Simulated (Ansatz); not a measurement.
# Ta: a two-dimensional strain map, part 2 of 2

This session takes Ta and sets out to strain the cell in the xy plane and along z independently.

Ansatz 0.2.0; DFT r2SCAN, scalar-relativistic, plane waves, PAW.

## Step 15: Point p = -0.015, q = 0.000

File input.yaml:

```yaml
crystal:
  lattice:
    - [-1.6265108, 1.6265108, 1.65128]
    - [1.6265108, -1.6265108, 1.65128]
    - [1.6265108, 1.6265108, -1.65128]
  atoms:
    - { symbol: Ta, position: [0.0, 0.0, 0.0] }
basis:
  ecutwfc: 500
kpoints:
  mp_grid: { grid: [20, 20, 20] }
hamiltonian:
  xc: r2scan
scf:
  occupations: { method: gaussian, width: 0.15 }
output:
  forces: true
  stress: true
  eigenvalues: true
```

The run is started by

```console
ansatz run input.yaml --threads 1 --pin off --max-ram 2560MiB --backend cpu --events-out ev --progress --plain --runs-dir out
```

Output, cut to the lines that bear on the results:

```text
Warning: RAYON_NUM_THREADS=1 ignored (pool sized by the plan → 1); use --threads N
[...]
Pseudopotentials: kind: paw
Pseudopotential: Ta, paw, valence charge 13, recommended cutoff 500 eV (meta_gga), Ta.paw.azcp
Functional definition: r2SCAN
[...]
Crystal: 1 atoms, lattice volume = 17.474 Å³
Basis set: ecut = 500 eV, 431 PW (Γ), exchange–correlation on 96×96×96 points (64 copies of the dense FFT grid, shifted against one another)
Bands: 11, of which v1, the nominal top of the filled ones, is band 7 counted from 1 (6 counted from 0)
Symmetry: 16 space group operations
Space group: I4/mmm (ITA 139), of the structure as read, at distance tolerance 2.6e-5 Å
k-points: 641 of 8000
[...]
SCF iter   1: F=—  HF=-9944.292131 eV  |F-HF|=—  |Δ(HF+E_count)|=         —  Δρ=6.26e-3  dr2=1.79e-3  dr2_τ=1.69e-2  ethr=1.77e-3  ⟨swp⟩=5.1  Hψ=41234  notcnv=0
[...]
SCF iter   6: F=-9944.312650 eV  HF=-9944.312650 eV  |F-HF|=2.27e-8  |Δ(HF+E_count)|=   2.03e-7  Δρ=1.84e-5  dr2=2.86e-8  dr2_τ=1.15e-8  ethr=7.69e-10  ⟨swp⟩=3.8  Hψ=28396  notcnv=0
[...]
SCF converged after 6 iterations
Free energy (F): -9944.312650 eV
[...]
E sigma→0 (E₀):  -9944.306069 eV
Entropy (-TS):   -0.013161 eV (-13.161 meV/atom)
Fermi energy:    19.120030 eV
[...]
--- Forces (eV/Å), atoms counted from 1 ---
  atom   1  Ta    -0.00000000     0.00000000     0.00000000
[...]
--- Stress (GPa, compression-positive) ---
        7.767633       0.000000      -0.000000
        0.000000       7.767633       0.000000
        0.000000      -0.000000       5.665846
  P = ⅓ Tr σ = 7.0670 GPa (70.670 kbar)
--- Band table (eV; the first three rows and the last of 641) ---
  k-point 0: bands = ["-49.6873", "-14.9110", "-14.9079", "-14.9079", "10.7269", "19.9052", "19.9052", "20.1177", "23.4184", "23.7085", "34.3426"]
[...]
```

It took 28 s on 1 thread of Intel Xeon at 2.50GHz (Skylake/Cascade Lake), shared host; peak memory 0.5 GiB.

## Step 16: At p = -0.015, q = 0.030

input.yaml: that of step 15 with these lines changed.

```diff
@@ -2,5 +2,5 @@
   lattice:
-    - [-1.6265108, 1.6265108, 1.65128]
-    - [1.6265108, -1.6265108, 1.65128]
-    - [1.6265108, 1.6265108, -1.65128]
+    - [-1.6265108, 1.6265108, 1.7008184]
+    - [1.6265108, -1.6265108, 1.7008184]
+    - [1.6265108, 1.6265108, -1.7008184]
   atoms:
```

The run is started by

```console
ansatz run input.yaml --threads 1 --pin off --max-ram 2560MiB --backend cpu --events-out ev --progress --plain --runs-dir out
```

Output, cut to the lines that bear on the results:

```text
[...]
SCF converged after 6 iterations
Free energy (F): -9944.317145 eV
[...]
E sigma→0 (E₀):  -9944.310171 eV
Entropy (-TS):   -0.013948 eV (-13.948 meV/atom)
Fermi energy:    18.503508 eV
[...]
--- Forces (eV/Å), atoms counted from 1 ---
  atom   1  Ta    -0.00000000     0.00000000    -0.00000000
[...]
--- Stress (GPa, compression-positive) ---
        2.512327       0.000000      -0.000000
        0.000000       2.512327       0.000000
        0.000000       0.000000      -2.570974
  P = ⅓ Tr σ = 0.8179 GPa (8.179 kbar)
--- Band table (eV; the first three rows and the last of 641) ---
  k-point 0: bands = ["-50.3992", "-15.6674", "-15.6607", "-15.6607", "10.2029", "19.1638", "19.1638", "19.7593", "22.4052", "23.2088", "33.2486"]
[...]
```

It took 29 s on 1 thread of Intel Xeon at 2.50GHz (Skylake/Cascade Lake), shared host; peak memory 0.51 GiB.

## Step 17: Point p = 0.000, q = -0.015

File input.yaml:

```yaml
crystal:
  lattice:
    - [-1.65128, 1.65128, 1.6265108]
    - [1.65128, -1.65128, 1.6265108]
    - [1.65128, 1.65128, -1.6265108]
  atoms:
    - { symbol: Ta, position: [0.0, 0.0, 0.0] }
basis:
  ecutwfc: 500
kpoints:
  mp_grid: { grid: [20, 20, 20] }
hamiltonian:
  xc: r2scan
scf:
  occupations: { method: gaussian, width: 0.15 }
output:
  forces: true
  stress: true
  eigenvalues: true
  write_density: true
  write_potential: true
  elf: true
  volumetric_format: npy
```

The run is started by

```console
ansatz run input.yaml --threads 1 --pin off --max-ram 2560MiB --backend cpu --events-out ev --progress --plain --runs-dir out
```

Output, cut to the lines that bear on the results:

```text
Warning: RAYON_NUM_THREADS=1 ignored (pool sized by the plan → 1); use --threads N
[...]
Pseudopotentials: kind: paw
Pseudopotential: Ta, paw, valence charge 13, recommended cutoff 500 eV (meta_gga), Ta.paw.azcp
Functional definition: r2SCAN
[...]
Crystal: 1 atoms, lattice volume = 17.740 Å³
Basis set: ecut = 500 eV, 441 PW (Γ), exchange–correlation on 96×96×96 points (64 copies of the dense FFT grid, shifted against one another)
Bands: 11, of which v1, the nominal top of the filled ones, is band 7 counted from 1 (6 counted from 0)
Symmetry: 16 space group operations
Space group: I4/mmm (ITA 139), of the structure as read, at distance tolerance 2.6e-5 Å
k-points: 641 of 8000
[...]
SCF iter   1: F=—  HF=-9944.302222 eV  |F-HF|=—  |Δ(HF+E_count)|=         —  Δρ=6.18e-3  dr2=1.74e-3  dr2_τ=1.61e-2  ethr=1.77e-3  ⟨swp⟩=5.1  Hψ=41279  notcnv=0
[...]
SCF iter   6: F=-9944.321553 eV  HF=-9944.321553 eV  |F-HF|=1.18e-8  |Δ(HF+E_count)|=   2.47e-7  Δρ=1.45e-5  dr2=1.78e-8  dr2_τ=8.78e-9  ethr=7.69e-10  ⟨swp⟩=7.1  Hψ=40841  notcnv=0
[...]
SCF converged after 6 iterations
Free energy (F): -9944.321553 eV
[...]
E sigma→0 (E₀):  -9944.314868 eV
Entropy (-TS):   -0.013371 eV (-13.371 meV/atom)
Fermi energy:    18.797041 eV
[...]
--- Forces (eV/Å), atoms counted from 1 ---
  atom   1  Ta     0.00000000     0.00000000     0.00000000
[...]
--- Stress (GPa, compression-positive) ---
        3.032254       0.000000       0.000000
        0.000000       3.032254       0.000000
        0.000000       0.000000       4.998790
  P = ⅓ Tr σ = 3.6878 GPa (36.878 kbar)
--- Band table (eV; the first three rows and the last of 641) ---
  k-point 0: bands = ["-50.0533", "-15.2982", "-15.2982", "-15.2946", "10.4564", "19.5088", "19.7221", "19.7221", "23.0395", "23.3299", "34.0534"]
[...]
```

Wall time 44 s (1 thread of Intel Xeon at 2.50GHz (Skylake/Cascade Lake), shared host); peak memory 0.49 GiB.

Axes a, b and c in the maps are those of this run's conventional cell (a, b, c = 3.303, 3.303, 3.253 Å).

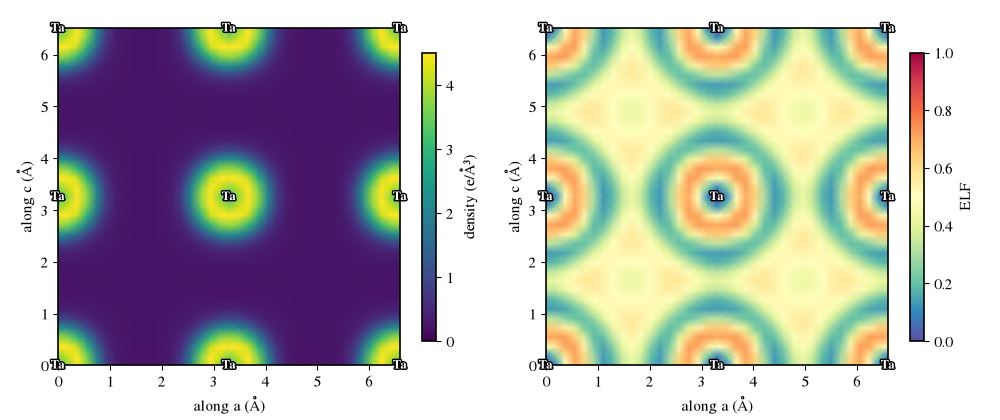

Density (left) and ELF (right) in a lattice plane of the grid's cell (edges 3.30 and 3.25 Å, at 0.000 of the third edge), which holds Ta. Only atoms in the plane are labelled. Both are smooth fields of the valence electrons: close to the nuclei they are not physical.

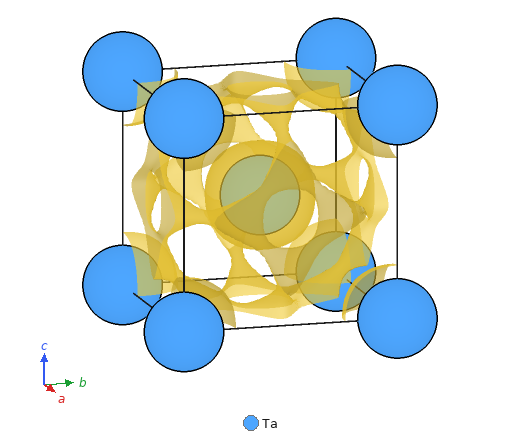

Surface of ELF = 0.51, drawn in one cell.

The highest ELF values outside the cores: 0.57 between the atoms, 1.8 Å from Ta.

## Step 18: Point p = 0.000, q = 0.015

File input.yaml:

```yaml
crystal:
  lattice:
    - [-1.65128, 1.65128, 1.6760492]
    - [1.65128, -1.65128, 1.6760492]
    - [1.65128, 1.65128, -1.6760492]
  atoms:
    - { symbol: Ta, position: [0.0, 0.0, 0.0] }
basis:
  ecutwfc: 500
kpoints:
  mp_grid: { grid: [20, 20, 20] }
hamiltonian:
  xc: r2scan
scf:
  occupations: { method: gaussian, width: 0.15 }
output:
  forces: true
  stress: true
  eigenvalues: true
```

The run is started by

```console
ansatz run input.yaml --threads 1 --pin off --max-ram 2560MiB --backend cpu --events-out ev --progress --plain --runs-dir out
```

Output, cut to the lines that bear on the results:

```text
[...]
SCF converged after 6 iterations
Free energy (F): -9944.323332 eV
[...]
E sigma→0 (E₀):  -9944.316364 eV
Entropy (-TS):   -0.013936 eV (-13.936 meV/atom)
Fermi energy:    18.168630 eV
[...]
--- Forces (eV/Å), atoms counted from 1 ---
  atom   1  Ta     0.00000000     0.00000000    -0.00000000
[...]
--- Stress (GPa, compression-positive) ---
       -1.913832       0.000000       0.000000
        0.000000      -1.913832       0.000000
        0.000000       0.000000      -3.639991
  P = ⅓ Tr σ = -2.4892 GPa (-24.892 kbar)
--- Band table (eV; the first three rows and the last of 641) ---
  k-point 0: bands = ["-50.7703", "-16.0561", "-16.0532", "-16.0532", "9.9346", "18.9499", "18.9499", "19.1490", "22.3106", "22.5795", "33.2089"]
[...]
```

It took 33 s on 1 thread of Intel Xeon at 2.50GHz (Skylake/Cascade Lake), shared host; peak memory 0.51 GiB.

## Step 19: At p = 0.015, q = -0.030

input.yaml: that of step 18 with these lines changed.

```diff
@@ -2,5 +2,5 @@
   lattice:
-    - [-1.65128, 1.65128, 1.6760492]
-    - [1.65128, -1.65128, 1.6760492]
-    - [1.65128, 1.65128, -1.6760492]
+    - [-1.6760492, 1.6760492, 1.6017416]
+    - [1.6760492, -1.6760492, 1.6017416]
+    - [1.6760492, 1.6760492, -1.6017416]
   atoms:
```

The run is started by

```console
ansatz run input.yaml --threads 1 --pin off --max-ram 2560MiB --backend cpu --events-out ev --progress --plain --runs-dir out
```

Output, cut to the lines that bear on the results:

```text
Warning: RAYON_NUM_THREADS=1 ignored (pool sized by the plan → 1); use --threads N
[...]
Pseudopotentials: kind: paw
Pseudopotential: Ta, paw, valence charge 13, recommended cutoff 500 eV (meta_gga), Ta.paw.azcp
Functional definition: r2SCAN
[...]
Crystal: 1 atoms, lattice volume = 17.998 Å³
Basis set: ecut = 500 eV, 441 PW (Γ), exchange–correlation on 96×96×96 points (64 copies of the dense FFT grid, shifted against one another)
Bands: 11, of which v1, the nominal top of the filled ones, is band 7 counted from 1 (6 counted from 0)
Symmetry: 16 space group operations
Space group: I4/mmm (ITA 139), of the structure as read, at distance tolerance 2.6e-5 Å
k-points: 641 of 8000
[...]
SCF iter   1: F=—  HF=-9944.298797 eV  |F-HF|=—  |Δ(HF+E_count)|=         —  Δρ=6.12e-3  dr2=1.67e-3  dr2_τ=1.55e-2  ethr=1.77e-3  ⟨swp⟩=5.1  Hψ=41135  notcnv=0
[...]
SCF iter   6: F=-9944.317131 eV  HF=-9944.317131 eV  |F-HF|=1.85e-8  |Δ(HF+E_count)|=   2.26e-7  Δρ=2.16e-5  dr2=3.90e-8  dr2_τ=2.01e-8  ethr=7.69e-10  ⟨swp⟩=3.8  Hψ=28483  notcnv=0
[...]
SCF converged after 6 iterations
Free energy (F): -9944.317131 eV
[...]
E sigma→0 (E₀):  -9944.310056 eV
Entropy (-TS):   -0.014150 eV (-14.150 meV/atom)
Fermi energy:    18.504770 eV
[...]
--- Forces (eV/Å), atoms counted from 1 ---
  atom   1  Ta    -0.00000000     0.00000000     0.00000000
[...]
--- Stress (GPa, compression-positive) ---
       -0.758672       0.000000       0.000000
        0.000000      -0.758672       0.000000
        0.000000      -0.000000       4.186793
  P = ⅓ Tr σ = 0.8898 GPa (8.898 kbar)
--- Band table (eV; the first three rows and the last of 641) ---
  k-point 0: bands = ["-50.3998", "-15.6669", "-15.6669", "-15.6558", "10.2033", "18.9347", "19.5771", "19.5771", "22.3719", "23.2432", "33.5113"]
[...]
```

Run time: 33 s. Hardware: 1 thread of Intel Xeon at 2.50GHz (Skylake/Cascade Lake), shared host; peak memory 0.51 GiB.

## Step 20: p = 0.015, q = 0.000

input.yaml: that of step 19 with these lines changed.

```diff
@@ -2,5 +2,5 @@
   lattice:
-    - [-1.6760492, 1.6760492, 1.6017416]
-    - [1.6760492, -1.6760492, 1.6017416]
-    - [1.6760492, 1.6760492, -1.6017416]
+    - [-1.6760492, 1.6760492, 1.65128]
+    - [1.6760492, -1.6760492, 1.65128]
+    - [1.6760492, 1.6760492, -1.65128]
   atoms:
```

The run is started by

```console
ansatz run input.yaml --threads 1 --pin off --max-ram 2560MiB --backend cpu --events-out ev --progress --plain --runs-dir out
```

Output, cut to the lines that bear on the results:

```text
[...]
SCF converged after 6 iterations
Free energy (F): -9944.316668 eV
[...]
E sigma→0 (E₀):  -9944.309547 eV
Entropy (-TS):   -0.014243 eV (-14.243 meV/atom)
Fermi energy:    17.862976 eV
[...]
--- Forces (eV/Å), atoms counted from 1 ---
  atom   1  Ta     0.00000000     0.00000000     0.00000000
[...]
--- Stress (GPa, compression-positive) ---
       -5.807253       0.000000       0.000000
        0.000000      -5.807253       0.000000
        0.000000       0.000000      -4.261591
  P = ⅓ Tr σ = -5.2920 GPa (-52.920 kbar)
--- Band table (eV; the first three rows and the last of 641) ---
  k-point 0: bands = ["-51.1218", "-16.4247", "-16.4247", "-16.4216", "9.6829", "18.5732", "18.7730", "18.7730", "21.9490", "22.2185", "32.9334"]
[...]
```

It took 31 s on 1 thread of Intel Xeon at 2.50GHz (Skylake/Cascade Lake), shared host; peak memory 0.51 GiB.

## Step 21: All points together

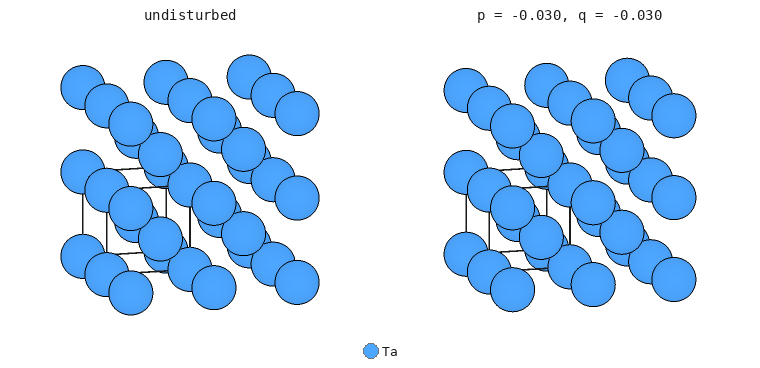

The undisturbed cell and the costliest point of the scan, at one scale, with neighbouring cells.

Energy above the undisturbed cell in meV/atom; points alike by symmetry are filled in, and a dash was not computed:

| p \ q | -0.030 | -0.015 | 0.000 | 0.015 | 0.030 |
| --- | --- | --- | --- | --- | --- |
| -0.030 | 106.3 | 74.9 | 52.4 | 37.6 | 30.0 |
| -0.015 | 48.4 | – | 13.4 | – | 8.9 |
| 0.000 | 17.1 | 4.5 | 0.0 | 2.8 | 12.0 |
| 0.015 | 9.0 | – | 9.4 | – | – |
| 0.030 | 21.2 | – | 38.9 | – | 81.3 |

Pressure in GPa:

```
 p \ q  -0.030  -0.015  0.000  0.015  0.030
-0.030    22.7    18.5   14.6   11.0    7.6
-0.015    14.5       –    7.1      –    0.8
 0.000     7.2     3.7    0.5   -2.5   -5.2
 0.015     0.9       –   -5.3      –      –
 0.030    -4.7       –  -10.3      –  -14.9
```

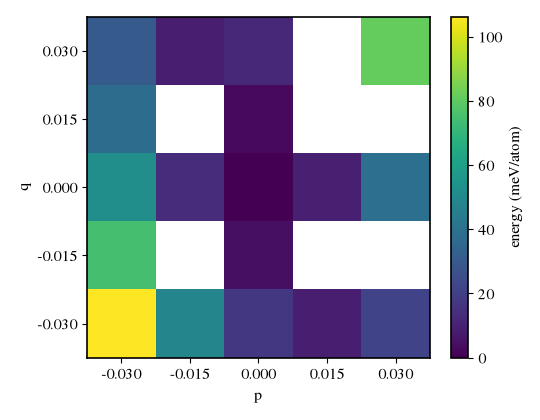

The energy map; blank cells were not computed.

## Step 22: What came out

The summary covers parts 1 to 2.

| quantity | value |
| --- | --- |
| highest point | 106.3 meV/atom at (p, q) = (-0.030, -0.030) |
| lowest point away from the origin | 2.8 meV/atom at (0.000, 0.015) |

In words: The undisturbed cell is the lowest computed point. At |p| = |q| = 0.030, points where p and q have the same sign cost 93.8 meV/atom on average, those of opposite sign 25.6: stretching in the plane is cheaper with a contraction along z. Spin-orbit coupling is left out for Ta.
